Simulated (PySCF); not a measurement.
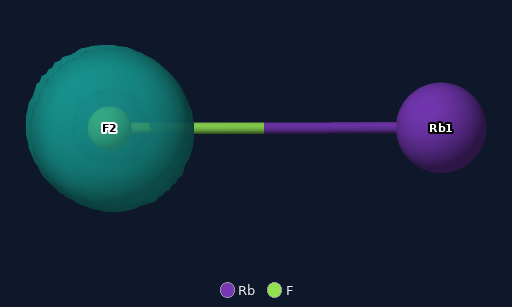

*RbF (charge +1, doublet). Isosurfaces of the spin density (α minus β) at +0.04 (teal) and −0.04 e/Å³ (pink), seen from one side.*

Core potentials replace the inner electrons of Rb.

Computed with PBE0/def2-SVP, non-relativistic Hamiltonian with scalar-relativistic core potentials where named, at a bond length of 3.002 Å (PySCF).

Q: Describe the spin distribution.

A: The unpaired spin (1 electron) lies mostly on F2 (about 1.0), in electrons by Hirshfeld's partition. Only one sign reaches the isovalue.
